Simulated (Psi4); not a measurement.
# B2PLYP/def2-SVP (density fitting for correlation) run of GaSiH4F (SMILES [F][GaH][SiH3])

Aim: the vertical singlet–triplet gap of GaSiH4F at B2PLYP/def2-SVP (density fitting for correlation), from 2 runs. 

Program for the calculation: Psi4 1.11.

1 further run of the same task is left out (set aside as unsound or not needed).

## (1) Starting point

GaSiH4F: 7 atoms, total charge 0, spin state singlet. As SMILES, `[F][GaH][SiH3]`. The shape is that of a PBE0-D4/def2-TZVP optimisation.

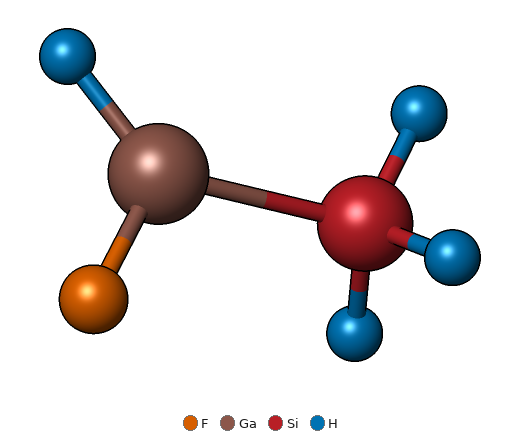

The structure, seen from a chosen angle (fluorine orange, gallium brown, silicon red, hydrogen blue).

## (2) A single-point energy at B2PLYP/def2-SVP (density fitting for correlation)

File fgah4si.json:

```json
{
 "schema_name": "qcschema_input",
 "schema_version": 1,
 "molecule": {
  "schema_name": "qcschema_molecule",
  "schema_version": 2,
  "symbols": ["F", "Ga", "Si", "H", "H", "H", "H"],
  "geometry": [0.43766057, -4.06687959, 2.5363904, 0.03609377, -0.75589045, 2.41752663, -0.05612487, 0.85188854, -1.83454612, -0.18311446, 0.44484153, 5.11114225, -2.26030142, -0.23753857, -3.19666071, -0.27287645, 3.65359649, -1.85760078, 2.29866286, 0.10979309, -3.17625167],
  "molecular_charge": 0,
  "molecular_multiplicity": 1,
  "fix_symmetry": "c1"
 },
 "driver": "energy",
 "model": {
  "method": "b2plyp",
  "basis": "def2-SVP"
 },
 "keywords": {
  "puream": true,
  "e_convergence": 1e-09,
  "d_convergence": 1e-08,
  "scf_type": "pk",
  "dft_radial_points": 99,
  "dft_spherical_points": 590,
  "num_frozen_docc": 15
 }
}
```

The run is started by

```bash
psi4 --qcschema fgah4si.json -n 1 --memory 1600MB
```

stdout:

```text
[...]
  Running in c1 symmetry.
[...]
  Nuclear repulsion =  246.997178774620238
[...]
  Multiplicity = 1
[...]
  Nalpha       = 29
  Nbeta        = 29
[...]
    Number of basis functions: 84
[...]
   @RKS iter   1: -2313.96010152311555   -2.69154e+00   2.81134e-02 DIIS/ADIIS
[...]
   @RKS iter  12: -2315.45992784971531   -4.54747e-13   2.76001e-09 DIIS
[...]
    Orbital Energies [Eh]
    ---------------------
    Doubly Occupied:
       1A   -375.166694     2A    -67.226804     3A    -46.861479
       4A    -41.450899     5A    -41.446979     6A    -41.446750
       7A    -25.290937     8A     -5.892761     9A     -5.642410
      10A     -4.104226    11A     -4.095604    12A     -4.093849
      13A     -3.899405    14A     -3.899174    15A     -3.899133
      16A     -1.250304    17A     -1.011639    18A     -1.011052
      19A     -1.007935    20A     -1.003891    21A     -0.999168
      22A     -0.628891    23A     -0.531951    24A     -0.464099
      25A     -0.456716    26A     -0.428322    27A     -0.417919
      28A     -0.414094    29A     -0.330649
[...]
  @RKS Final Energy: -2315.45992784971531
   => Energetics <=
    Nuclear Repulsion Energy =            246.9971787746202381
    One-Electron Energy =               -3719.7199549431711603
    Two-Electron Energy =                1208.6963155105454462
    DFT Exchange-Correlation Energy =     -51.4334671917099939
    Empirical Dispersion Energy =           0.0000000000000000
    VV10 Nonlocal Energy =                  0.0000000000000000
    Total Energy =                      -2315.4599278497153136
[...]
 Multipole Moments:
 ------------------------------------------------------------------------------------
     Multipole            Electronic (a.u.)      Nuclear  (a.u.)        Total (a.u.)
 ------------------------------------------------------------------------------------
 L = 1.  Multiply by 2.5417464519 to convert [e a0] to [Debye]
 Dipole X            :          0.3025022           -0.4068427           -0.1043405
 Dipole Y            :         -4.0623606            4.9629024            0.9005418
 Dipole Z            :          8.4347521           -8.5775385           -0.1427864
 Magnitude           :                                                    0.9177421
[...]
```

The result, in JSON:

```text
{
 "driver": "energy",
 "model": {
  "method": "b2plyp",
  "basis": "def2-SVP"
 },
 "success": true,
 "return_result": -2315.626353301471,
 "properties": {
  "calcinfo_nbasis": 84,
  "calcinfo_nmo": 84,
  "calcinfo_nalpha": 29,
  "calcinfo_nbeta": 29,
  "calcinfo_natom": 7,
  "nuclear_repulsion_energy": 246.99717877462024,
  "return_energy": -2315.626353301471,
  "scf_one_electron_energy": -3719.719954943171,
  "scf_two_electron_energy": 1208.6963155105454,
  "scf_xc_energy": -51.433467191709994,
  "scf_dipole_moment": [-0.10434052252035997, 0.9005418464806398, -0.14278642187563406],
  "scf_total_energy": -2315.4599278497153,
  "scf_iterations": 12
 }
}
```

It took 12 s on 1 thread of Intel Xeon Platinum 8488C (Sapphire Rapids), shared host; peak memory 1 GiB.

## (3) The triplet at the same level

File input.in:

```
memory 1600 MB

molecule geom {
  0 3
  F
  Ga 1 1.76606
  Si 2 2.406074 1 112.74047
  H 2 1.564914 1 112.29019 3 179.86453
  H 3 1.487412 2 109.39254 4 -117.29049
  H 3 1.48708 5 108.78138 2 -121.6556
  H 3 1.48697 6 108.90609 5 118.52527
  symmetry c1
}

set basis def2-SVP
set reference uks
set puream true
set e_convergence 1e-09
set d_convergence 1e-08
set scf_type pk
set dft_radial_points 99
set dft_spherical_points 590
set num_frozen_docc 15
set maxiter 100

result, w = energy('b2plyp', return_wfn=True)
```

The run is started by

```bash
psi4 -i input.in -o input.out -n 1
```

input.out:

```text
[...]
  Running in c1 symmetry.
[...]
  Nuclear repulsion =  246.997160767148955
[...]
  Multiplicity = 3
[...]
  Nalpha       = 30
  Nbeta        = 28
[...]
    Number of basis functions: 84
[...]
   @UKS iter   1: -2313.38139164360382   -2.11283e+00   2.90107e-02 DIIS/ADIIS
[...]
   @UKS iter  18: -2315.29909670158486   -2.72848e-12   5.49934e-09 DIIS
[...]
   @S^2 Observed:                2.008002130E+00
[...]
    Orbital Energies [Eh]
    ---------------------
    Alpha Occupied:
       1A   -375.164996     2A    -67.292211     3A    -46.859707
       4A    -41.448107     5A    -41.447312     6A    -41.445323
       7A    -25.293691     8A     -5.891343     9A     -5.704044
      10A     -4.100156    11A     -4.097255    12A     -4.093753
      13A     -3.966511    14A     -3.959024    15A     -3.958456
      16A     -1.253503    17A     -1.010870    18A     -1.009142
      19A     -1.007739    20A     -1.003081    21A     -0.998991
      22A     -0.680762    23A     -0.549603    24A     -0.476221
      25A     -0.466970    26A     -0.457423    27A     -0.455686
      28A     -0.445712    29A     -0.392179    30A     -0.170178
    Alpha Virtual:
[...]
  @UKS Final Energy: -2315.29909670158486
   => Energetics <=
    Nuclear Repulsion Energy =            246.9971607671489551
    One-Electron Energy =               -3718.7988684881493100
    Two-Electron Energy =                1207.9008627312500721
    DFT Exchange-Correlation Energy =     -51.3982517118343267
    Empirical Dispersion Energy =           0.0000000000000000
    VV10 Nonlocal Energy =                  0.0000000000000000
    Total Energy =                      -2315.2990967015844035
[...]
 Multipole Moments:
 ------------------------------------------------------------------------------------
     Multipole            Electronic (a.u.)      Nuclear  (a.u.)        Total (a.u.)
 ------------------------------------------------------------------------------------
 L = 1.  Multiply by 2.5417464519 to convert [e a0] to [Debye]
 Dipole X            :         -0.0047813            0.0106608            0.0058794
 Dipole Y            :          7.5790124           -8.3971058           -0.8180934
 Dipole Z            :         -4.0008864            5.2781233            1.2772369
 Magnitude           :                                                    1.5167879
[...]
```

It took 27 s on 1 thread of Intel Xeon Platinum 8488C (Sapphire Rapids), shared host; peak memory 1 GiB.

## (4) Outcome

At B2PLYP/def2-SVP (density fitting for correlation), 15 core orbitals frozen:

| quantity | value |
| --- | --- |
| singlet: total energy | -2315.62635 Eh |
| singlet: HOMO energy (SCF part's orbitals) | -9.00 eV |
| singlet: LUMO energy (SCF part's orbitals) | -0.85 eV |
| singlet: HOMO–LUMO gap (SCF part's orbitals) | 8.15 eV |
| triplet: total energy | -2315.46543 Eh |
| triplet: HOMO energy (SCF part's orbitals) (highest over α and β) | -4.63 eV |
| triplet: ⟨S²⟩ | 2.008 |
| vertical energy of the triplet above the singlet | 4.379 eV |

What this shows: At this shape the triplet lies 4.38 eV (423 kJ/mol) above the singlet.
